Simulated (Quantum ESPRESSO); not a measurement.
**Wannier-interpolated electron–phonon scattering in Rh (Fm-3m)**

How strongly do phonons scatter the electrons of Rh (Fm-3m), and how dense must the meshes be?

Method: DFT PBE, scalar-relativistic, plane waves, PseudoDojo 0.4.1 norm-conserving pseudopotentials, in Quantum ESPRESSO 7.5.

**Measured values to reproduce.**

“CRC Handbook of Chemistry and Physics, 84th edition, Electrical Resistivity of Pure Metals” (2003, CRC Press, section 12, read from Wikipedia's data page) quotes from earlier work for Rh (bulk crystal): resistivity at 273 K 4.3 μΩ cm.

“Specific Heats and Enthalpies of Technical Solids at Low Temperatures” (1960, NBS Monograph 21, table 3) quotes from earlier work for Rh (bulk crystal): Sommerfeld coefficient γ (electronic heat capacity coefficient, an early compilation) 4.9 mJ/(mol K²).

Report form: the programs' logs are mostly left out.

## 1. Starting point

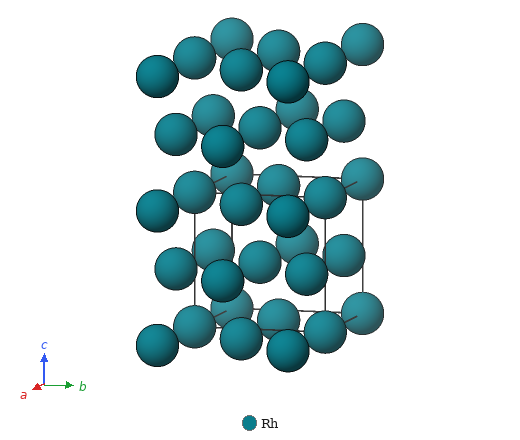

Start, viewed slightly off an axis; rhodium blue. 2×1×2 cells are drawn. This picture shows the conventional cell, with its axes. Some periodic images of atoms are drawn too.

## 2. Relaxation

The cell is relaxed under the functional used for all that follows.

File relax.in:

```
&control
   calculation = 'vc-relax'
   prefix = 'x'
   outdir = './tmp'
   pseudo_dir = './pseudo'
   tprnfor = .true.
   tstress = .true.
   etot_conv_thr = 1.0d-05
   forc_conv_thr = 4.0d-04
/
&system
   ibrav = 0
   nat = 1
   ntyp = 1
   ecutwfc = 88.0
   occupations = 'smearing'
   smearing = 'mv'
   degauss = 0.02
/
&electrons
   conv_thr = 1.0d-11
/
&ions
/
&cell
   press_conv_thr = 0.4
/
ATOMIC_SPECIES
 Rh    102.9055  Rh.upf
CELL_PARAMETERS angstrom
     0.000000000    1.897850000    1.897850000
     1.897850000    0.000000000    1.897850000
     1.897850000    1.897850000    0.000000000
ATOMIC_POSITIONS crystal
 Rh     0.000000000   0.000000000   0.000000000
K_POINTS automatic
 12 12 12 0 0 0
```

Started as:

```console
OMP_NUM_THREADS=1 mpirun -n 8 pw.x -nk 8 -in relax.in > relax.out
```

Elapsed: 18 s, on 8 MPI ranks of Arm Neoverse N1, shared host; 2.4 min of CPU time.

Numbers from this step:

| Property | Result |
| --- | --- |
| free energy | -3191.5918 eV |
| pressure | 0.09100 GPa |
| volume per atom | 14.04 Å³/atom |

The volume ends at 14.04 Å³ an atom, +2.7 % from the start.

## 3. Ground state

Linear response needs a tightly converged ground state.

File scf.in:

```
&control
   calculation = 'scf'
   prefix = 'x'
   outdir = './tmp'
   pseudo_dir = './pseudo'
   tprnfor = .true.
   tstress = .true.
/
&system
   ibrav = 0
   nat = 1
   ntyp = 1
   ecutwfc = 88.0
   occupations = 'smearing'
   smearing = 'mv'
   degauss = 0.02
/
&electrons
   conv_thr = 1.0d-12
/
ATOMIC_SPECIES
 Rh    102.9055  Rh.upf
CELL_PARAMETERS angstrom
     0.000000000    1.914767400    1.914767400
     1.914767400    0.000000000    1.914767400
     1.914767400    1.914767400    0.000000000
ATOMIC_POSITIONS crystal
 Rh     0.000000000   0.000000000   0.000000000
K_POINTS automatic
 12 12 12 0 0 0
```

Started as:

```console
OMP_NUM_THREADS=1 mpirun -n 8 pw.x -nk 8 -in scf.in > scf.out
```

It took 5.7 s on 8 MPI ranks.

This step gave:

```
Fermi energy : 22.03 eV
```

The Fermi level lies at 22.03 eV and the pressure is 0.091 GPa.

## 4. Phonons on the coarse mesh

ph.x gives the dynamical matrices and the changes of the potential on a coarse q mesh, which EPW interpolates.

File ph.in:

```
phonons
&inputph
   prefix = 'x'
   outdir = './tmp'
   tr2_ph = 1.0d-14
   fildyn = 'x.dyn'
   fildvscf = 'dvscf'
   ldisp = .true.
   nq1 = 4
   nq2 = 4
   nq3 = 4
   alpha_mix(1) = 0.5
   amass(1) = 102.9055
/
```

Started as:

```console
OMP_NUM_THREADS=1 mpirun -n 8 ph.x -nk 8 -in ph.in > ph.out
```

The job ended after 19 min (8 MPI ranks).

This step gave:

| Quantity | Value |
| --- | --- |
| lowest frequency off the zone centre | 97.06 cm⁻¹ |
| largest magnitude of the acoustic modes at the zone centre, before the sum rule | 1.129 cm⁻¹ |

Frequencies at the irreducible wavevectors:

| q1 | q2 | q3 | star | mode 1 (cm⁻¹) | mode 2 (cm⁻¹) | mode 3 (cm⁻¹) |
| --- | --- | --- | --- | --- | --- | --- |
| 0 | 0 | 0 | 1 | -1.1 | -1.1 | -1.1 |
| 0 | 0 | 0.25 | 8 | 97.1 | 97.1 | 192.9 |
| 0 | 0 | -0.5 | 4 | 137.8 | 137.8 | 235.8 |
| 0 | 0.25 | 0.25 | 6 | 131.9 | 131.9 | 203.7 |
| 0 | 0.25 | -0.5 | 24 | 160.2 | 175 | 220.7 |
| 0 | 0.25 | -0.25 | 12 | 136.4 | 164.6 | 219.4 |
| 0 | -0.5 | -0.5 | 3 | 185.1 | 185.1 | 230.7 |
| 0.25 | -0.5 | -0.25 | 6 | 183.2 | 198 | 198 |

The lowest mode off the zone centre lies at 97.1 cm⁻¹ and the highest of all solved modes at 236 cm⁻¹, so the solved wavevectors are stable. The acoustic modes at the centre lie within 1.1 cm⁻¹ of zero before the sum rule is imposed.

## 5. Bands for the check

Bands on a path serve later as the test of the Wannier interpolation; inside the frozen window, points that lie on the coarse mesh match by construction, and those between them test it.

File bands.in:

```
&control
   calculation = 'bands'
   prefix = 'x'
   outdir = './tmp'
   pseudo_dir = './pseudo'
   verbosity = 'high'
/
&system
   ibrav = 0
   nat = 1
   ntyp = 1
   ecutwfc = 88.0
   occupations = 'smearing'
   smearing = 'mv'
   degauss = 0.02
   nbnd = 31
/
&electrons
   conv_thr = 1.0d-10
/
ATOMIC_SPECIES
 Rh    102.9055  Rh.upf
CELL_PARAMETERS angstrom
     0.000000000    1.914767400    1.914767400
     1.914767400    0.000000000    1.914767400
     1.914767400    1.914767400    0.000000000
ATOMIC_POSITIONS crystal
 Rh     0.000000000   0.000000000   0.000000000
K_POINTS crystal
45
 0.37500000 0.37500000 0.75000000 0.02222222
 0.35000000 0.35000000 0.70000000 0.02222222
 0.32500000 0.32500000 0.65000000 0.02222222
 0.30000000 0.30000000 0.60000000 0.02222222
[the list of k-points goes on]
```

Started as:

```console
OMP_NUM_THREADS=1 mpirun -n 8 pw.x -nk 8 -in bands.in > bands.out
```

It took 4.7 s on 8 MPI ranks; 36 s of CPU time.

## 6. States on the coarse mesh

Wannier functions need the states on a full uniform k mesh, and the couplings need it to be a multiple of the q mesh.

File nscf.in:

```
&control
   calculation = 'nscf'
   prefix = 'x'
   outdir = './tmp'
   pseudo_dir = './pseudo'
   verbosity = 'high'
/
&system
   ibrav = 0
   nat = 1
   ntyp = 1
   ecutwfc = 88.0
   occupations = 'smearing'
   smearing = 'mv'
   degauss = 0.02
   nbnd = 31
/
&electrons
   conv_thr = 1.0d-11
/
ATOMIC_SPECIES
 Rh    102.9055  Rh.upf
CELL_PARAMETERS angstrom
     0.000000000    1.914767400    1.914767400
     1.914767400    0.000000000    1.914767400
     1.914767400    1.914767400    0.000000000
ATOMIC_POSITIONS crystal
 Rh     0.000000000   0.000000000   0.000000000
K_POINTS crystal
512
 0.00000000 0.00000000 0.00000000 0.00195312
 0.00000000 0.00000000 0.12500000 0.00195312
 0.00000000 0.00000000 0.25000000 0.00195312
 0.00000000 0.00000000 0.37500000 0.00195312
[the list of k-points goes on]
```

Started as:

```console
OMP_NUM_THREADS=1 mpirun -n 8 pw.x -nk 8 -in nscf.in > nscf.out
```

Run time: 42 s. Hardware: 8 MPI ranks; 5.6 min of CPU time.

This step gave:

```
Fermi energy : 22.09 eV
```

## 7. Wannier functions and couplings

Projections Rh s, p, d start 9 Wannier functions; states up to 2.5 eV over the Fermi level are frozen, and the projected functions are kept without the localisation step. Hamiltonian, force constants and couplings go to real space.

File epw1.in:

```
--
&inputepw
   prefix = 'x'
   outdir = './tmp'
   dvscf_dir = './save'
   elph = .true.
   etf_mem = 1
   nbndsub = 9
   bands_skipped = 'exclude_bands = 1-4'
   use_ws = .true.
   vme = 'wannier'
   asr_typ = 'crystal'
   nk1 = 8
   nk2 = 8
   nk3 = 8
   nq1 = 4
   nq2 = 4
   nq3 = 4
   amass(1) = 102.9055
   epwwrite = .true.
   epwread = .false.
   wannierize = .true.
   num_iter = 0
   dis_win_max = 62.03
   dis_froz_max = 24.529
   proj(1) = 'Rh:s;p;d'
   wdata(1) = 'dis_num_iter = 600'
   wdata(2) = 'guiding_centres = .true.'
   wdata(3) = 'num_print_cycles = 50'
   wdata(4) = 'dis_mix_ratio = 0.7'
   band_plot = .true.
   filkf = 'path.dat'
   filqf = 'path.dat'
   fsthick = 100.0
   efermi_read = .true.
   fermi_energy = 22.0289
/
```

Started as:

```console
OMP_NUM_THREADS=1 mpirun -n 8 epw.x -nk 8 -in epw1.in > epw1.out
```

It took 7.8 min on 8 MPI ranks; 62 min of CPU time.

This step gave:

| Quantity | Value |
| --- | --- |
| r.m.s. error of the interpolated bands from 2 eV under to 1 eV over the Fermi level | 8.2 meV |
| largest error in that range | 52.3 meV |
| lowest interpolated frequency on the path | 0 cm⁻¹ |

The electronic bands at the labelled points (eV, zero at the Fermi level; # counts the bands kept):

| point | #1 | #2 | #3 | #4 | #5 | #6 | #7 | #8 |
| --- | --- | --- | --- | --- | --- | --- | --- | --- |
| K | -5.31 | -4.59 | -1.97 | -0.64 | 0.39 | 7.76 | 8.54 | 11.85 |
| Γ | -7.78 | -2.95 | -2.95 | -2.95 | -0.94 | -0.94 | 16.21 | 21.51 |
| L | -5.92 | -3.03 | -3.03 | 0.57 | 0.57 | 0.78 | 8.45 | 15.68 |
| W | -4.83 | -3.66 | -3.66 | -1.13 | 0.98 | 9.51 | 9.51 | 11.12 |
| X | -6.09 | -5.74 | 0.55 | 0.97 | 0.97 | 3.27 | 12.03 | 13.29 |

The same for Wannier interpolation:

| point | #1 | #2 | #3 | #4 | #5 | #6 | #7 | #8 |
| --- | --- | --- | --- | --- | --- | --- | --- | --- |
| K | -5.31 | -4.59 | -1.97 | -0.64 | 0.39 | 8.28 | 8.87 | 13.30 |
| Γ | -7.78 | -2.96 | -2.96 | -2.96 | -0.94 | -0.94 | 29.02 | 29.02 |
| L | -5.92 | -3.03 | -3.03 | 0.57 | 0.57 | 0.78 | 8.64 | 21.94 |
| W | -4.83 | -3.66 | -3.66 | -1.13 | 0.98 | 10.00 | 10.00 | 11.12 |
| X | -6.09 | -5.74 | 0.55 | 0.97 | 0.97 | 3.51 | 13.00 | 13.37 |

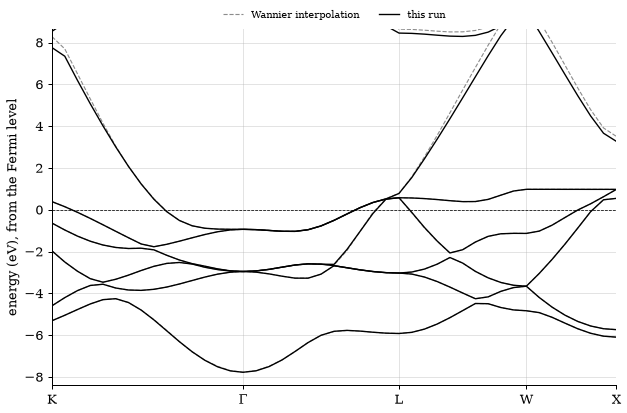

Electronic bands along the path; dashed: Wannier interpolation.

The phonon branches at the labelled points (cm⁻¹):

| point | branch 1 | branch 2 | branch 3 |
| --- | --- | --- | --- |
| K | 170 | 198 | 209 |
| Γ | 0 | 0 | 0 |
| L | 138 | 138 | 236 |
| W | 183 | 198 | 198 |
| X | 185 | 185 | 231 |

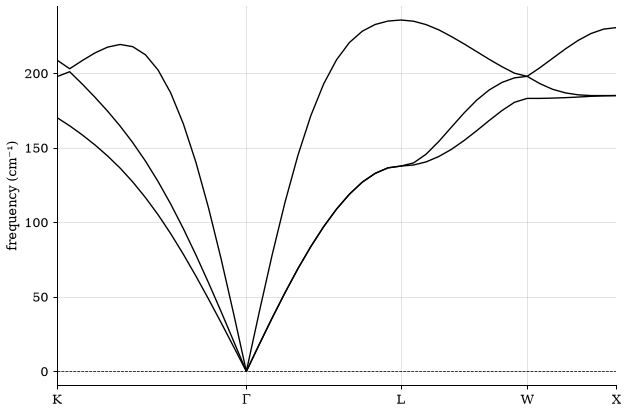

Phonon branches along the path.

Near the Fermi level the interpolated bands miss those of pw.x by 8 meV r.m.s. and 52 meV at most, each level matched to the nearest interpolated one; the r.m.s. value is under the 60 meV set for going on.

## 8. Coupling and Tc: fine k 20×20×20, q 10×10×10, width 0.15 eV, window 0.61 eV

The couplings are interpolated to a fine mesh near the Fermi level; their sum gives α²F and λ, and the linearised gap equation gives Tc.

File a2f-1.in:

```
--
&inputepw
   prefix = 'x'
   outdir = './tmp'
   dvscf_dir = './save'
   elph = .true.
   etf_mem = 1
   nbndsub = 9
   bands_skipped = 'exclude_bands = 1-4'
   use_ws = .true.
   vme = 'wannier'
   asr_typ = 'crystal'
   nk1 = 8
   nk2 = 8
   nk3 = 8
   nq1 = 4
   nq2 = 4
   nq3 = 4
   amass(1) = 102.9055
   epwwrite = .false.
   epwread = .true.
   wannierize = .false.
   nkf1 = 20
   nkf2 = 20
   nkf3 = 20
   nqf1 = 10
   nqf2 = 10
   nqf3 = 10
   mp_mesh_k = .true.
   ephwrite = .true.
   eliashberg = .true.
   liso = .true.
   limag = .true.
   tc_linear = .true.
   tc_linear_solver = 'lapack'
   fsthick = 0.61
   degaussw = 0.15
   degaussq = 0.5
   nqstep = 500
   muc = 0.13
   wscut = 0.3
   nsiter = 500
   nstemp = 7
   temps = 0.5 1.0 2.0 4.0 8.0 16.0 32.0
/
```

Started as:

```console
OMP_NUM_THREADS=1 mpirun -n 8 epw.x -nk 8 -in a2f-1.in > a2f-1.out
```

Elapsed: 3 min, on 8 MPI ranks; 24 min of CPU time.

This step gave:

```
coupling constant λ                  : 0.4148
log mean phonon energy ħω_log        : 20.88 meV
density of states at the Fermi level : 0.5750 states/eV a spin and cell
Fermi level on the fine mesh         : 22.06 eV
```

The a2F has structure finer than the step of the table below, so its rows give means over 2 meV, whole bins alone (the curve runs from 0.064 to 32.0 meV). Peaks (meV: height): 20.1: 0.428, 22.4: 0.562, 27.3: 0.531.

Table of a2F by phonon energy; means over each step:

| phonon energy (meV) | a2F |
| --- | --- |
| 2 | 0 |
| 4 | 5.1e-4 |
| 6 | 0.00181 |
| 8 | 0.00229 |
| 10 | 0.0176 |
| 12 | 0.0124 |
| 14 | 0.0648 |
| 16 | 0.130 |
| 18 | 0.253 |
| 20 | 0.380 |
| 22 | 0.439 |
| 24 | 0.246 |
| 26 | 0.321 |
| 28 | 0.342 |
| 30 | 0.00785 |

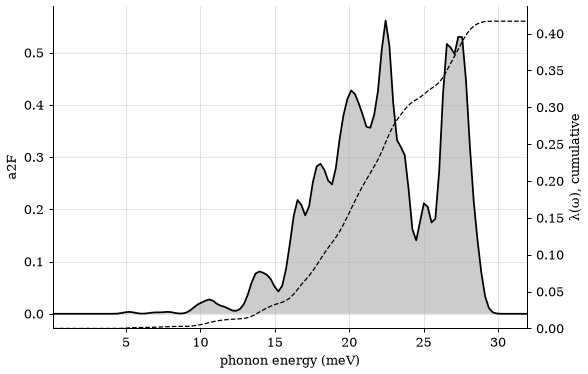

A2F, plotted against phonon energy. The dashed line is the running λ.

λ = 0.415 and ħω_log = 20.9 meV. The eigenvalue passes 1 near 1.3 K.

## 9. Resistivity: fine k 24×24×24, q 12×12×12, adaptive width, window 0.32 eV

The Boltzmann equation is solved by iteration on a fine mesh; only states within the window around the Fermi level enter.

File bte-1.in:

```
--
&inputepw
   prefix = 'x'
   outdir = './tmp'
   dvscf_dir = './save'
   elph = .true.
   etf_mem = 1
   nbndsub = 9
   bands_skipped = 'exclude_bands = 1-4'
   use_ws = .true.
   vme = 'wannier'
   asr_typ = 'crystal'
   nk1 = 8
   nk2 = 8
   nk3 = 8
   nq1 = 4
   nq2 = 4
   nq3 = 4
   amass(1) = 102.9055
   epwwrite = .false.
   epwread = .true.
   wannierize = .false.
   nkf1 = 24
   nkf2 = 24
   nkf3 = 24
   nqf1 = 12
   nqf2 = 12
   nqf3 = 12
   mp_mesh_k = .true.
   scattering = .true.
   iterative_bte = .true.
   epmatkqread = .false.
   assume_metal = .true.
   int_mob = .false.
   carrier = .false.
   ngaussw = -99
   mob_maxiter = 200
   broyden_beta = 0.7
   fsthick = 0.32
   degaussw = 0.0
   nstemp = 6
   temps = 150 200 273 300 400 500
   restart = .false.
   selecqread = .false.
/
```

Started as:

```console
OMP_NUM_THREADS=1 mpirun -n 8 epw.x -nk 8 -in bte-1.in > bte-1.out
```

Wall time 4.4 min (8 MPI ranks); 35 min of CPU time.

Numbers from this step:

| Item | Value |
| --- | --- |
| iterations | 24 |
| resistivity at 300 K | 6.044 μΩ cm |

Resistivity, by row:

| T (K) | rho_xx (μΩ cm) | rho_yy | rho_zz | relaxation-time approximation, mean of the axes (μΩ cm) |
| --- | --- | --- | --- | --- |
| 150 | 3.351 | 3.351 | 3.351 | 3.433 |
| 200 | 4.275 | 4.275 | 4.275 | 4.352 |
| 273 | 5.587 | 5.587 | 5.587 | 5.64 |
| 300 | 6.044 | 6.044 | 6.044 | 6.079 |
| 400 | 7.603 | 7.603 | 7.603 | 7.563 |
| 500 | 9.046 | 9.046 | 9.046 | 8.93 |

ρ(300 K) = 6.04 μΩ cm; the relaxation-time start gave 6.08. One mesh does not show convergence. The largest adaptive width printed is 0.69 eV, against a window of 0.32 eV outside which no state is counted.

## 10. Coupling and Tc, input with a fault, fine q mesh 14×14×14, fine mesh 14×14×14

Another input is tried.

File bad.in:

```
--
&inputepw
   prefix = 'x'
   outdir = './tmp'
   dvscf_dir = './save'
   elph = .true.
   etf_mem = 1
   nbndsub = 9
   bands_skipped = 'exclude_bands = 1-4'
   use_ws = .true.
   vme = 'wannier'
   asr_typ = 'crystal'
   nk1 = 8
   nk2 = 8
   nk3 = 8
   nq1 = 4
   nq2 = 4
   nq3 = 4
   amass(1) = 102.9055
   epwwrite = .false.
   epwread = .true.
   wannierize = .false.
   nkf1 = 14
   nkf2 = 14
   nkf3 = 14
   nqf1 = 14
   nqf2 = 14
   nqf3 = 14
   mp_mesh_k = .true.
   ephwrite = .true.
   eliashberg = .true.
   liso = .true.
   limag = .true.
   tc_linear = .true.
   tc_linear_solver = 'lapack'
   fsthick = 0.4
   degaussw = 0.6
   degaussq = 0.5
   nqstep = 500
   muc = 0.13
   wscut = 0.3
   nsiter = 500
   nstemp = 7
   temps = 0.5 1.0 2.0 4.0 8.0 16.0 32.0
/
```

Started as:

```console
OMP_NUM_THREADS=1 mpirun -n 8 epw.x -nk 8 -in bad.in > bad.out
```

Elapsed: 0.56 s, on 8 MPI ranks.

The program refused the input before any cycle.

The program's message: “Error in routine readin (1): degaussw too close to fsthick”

The fault put into the input: a delta width larger than the window.

## 11. Resistivity: fine k 32×32×32, q 16×16×16, adaptive width, window 0.32 eV

At these temperatures only states within a few k_B T of the Fermi level carry current, so the mesh must be dense; it is refined.

File bte-2.in:

```
--
&inputepw
   prefix = 'x'
   outdir = './tmp'
   dvscf_dir = './save'
   elph = .true.
   etf_mem = 1
   nbndsub = 9
   bands_skipped = 'exclude_bands = 1-4'
   use_ws = .true.
   vme = 'wannier'
   asr_typ = 'crystal'
   nk1 = 8
   nk2 = 8
   nk3 = 8
   nq1 = 4
   nq2 = 4
   nq3 = 4
   amass(1) = 102.9055
   epwwrite = .false.
   epwread = .true.
   wannierize = .false.
   nkf1 = 32
   nkf2 = 32
   nkf3 = 32
   nqf1 = 16
   nqf2 = 16
   nqf3 = 16
   mp_mesh_k = .true.
   scattering = .true.
   iterative_bte = .true.
   epmatkqread = .false.
   assume_metal = .true.
   int_mob = .false.
   carrier = .false.
   ngaussw = -99
   mob_maxiter = 200
   broyden_beta = 0.7
   fsthick = 0.32
   degaussw = 0.0
   nstemp = 6
   temps = 150 200 273 300 400 500
   restart = .false.
   selecqread = .false.
/
```

Started as:

```console
OMP_NUM_THREADS=1 mpirun -n 8 epw.x -nk 8 -in bte-2.in > bte-2.out
```

The job ended after 18 min (8 MPI ranks).

This step gave:

| Item | Value |
| --- | --- |
| iterations | 23 |
| resistivity at 300 K | 4.603 μΩ cm |

Resistivity, by row:

| T (K) | rho_xx (μΩ cm) | rho_yy | rho_zz | relaxation-time approximation, mean of the axes (μΩ cm) |
| --- | --- | --- | --- | --- |
| 150 | 2.449 | 2.449 | 2.449 | 2.345 |
| 200 | 3.092 | 3.092 | 3.092 | 2.97 |
| 273 | 4.177 | 4.177 | 4.177 | 4.023 |
| 300 | 4.603 | 4.603 | 4.603 | 4.437 |
| 400 | 6.244 | 6.244 | 6.244 | 6.033 |
| 500 | 7.936 | 7.936 | 7.936 | 7.682 |

ρ(300 K) = 4.60 μΩ cm, against 6.04 before (-24 %); the relaxation-time start gave 4.44. The largest adaptive width printed is 0.53 eV, against a window of 0.32 eV outside which no state is counted.

## 12. Coupling and Tc: fine k 32×32×32, q 16×16×16, width 0.1 eV, window 0.41 eV

The sum is repeated with other meshes, delta width and window to test it.

File a2f-2.in:

```
--
&inputepw
   prefix = 'x'
   outdir = './tmp'
   dvscf_dir = './save'
   elph = .true.
   etf_mem = 1
   nbndsub = 9
   bands_skipped = 'exclude_bands = 1-4'
   use_ws = .true.
   vme = 'wannier'
   asr_typ = 'crystal'
   nk1 = 8
   nk2 = 8
   nk3 = 8
   nq1 = 4
   nq2 = 4
   nq3 = 4
   amass(1) = 102.9055
   epwwrite = .false.
   epwread = .true.
   wannierize = .false.
   nkf1 = 32
   nkf2 = 32
   nkf3 = 32
   nqf1 = 16
   nqf2 = 16
   nqf3 = 16
   mp_mesh_k = .true.
   ephwrite = .true.
   eliashberg = .true.
   liso = .true.
   limag = .true.
   tc_linear = .true.
   tc_linear_solver = 'lapack'
   fsthick = 0.41
   degaussw = 0.1
   degaussq = 0.5
   nqstep = 500
   muc = 0.13
   wscut = 0.3
   nsiter = 500
   nstemp = 7
   temps = 0.5 1.0 2.0 4.0 8.0 16.0 32.0
/
```

Started as:

```console
OMP_NUM_THREADS=1 mpirun -n 8 epw.x -nk 8 -in a2f-2.in > a2f-2.out
```

Wall time 29 min (8 MPI ranks); 3.8 h of CPU time.

This step gave:

| Item | Value |
| --- | --- |
| coupling constant λ | 0.4234 |
| density of states at the Fermi level | 0.7249 states/eV a spin and cell |

(Part 1 of 2 ends here.)

[The logs of pw.x and epw.x are selected lines.]

[Logs are printed without paths, hosts, clocks, repeated set-up lines and the standing remarks that a program may print on its own settings, such as how far it seeks lower states.]

[Hosts, paths, dates, database ids (printed as entryN), source tags and the programs' standing remarks are cut or masked in the printed files.]
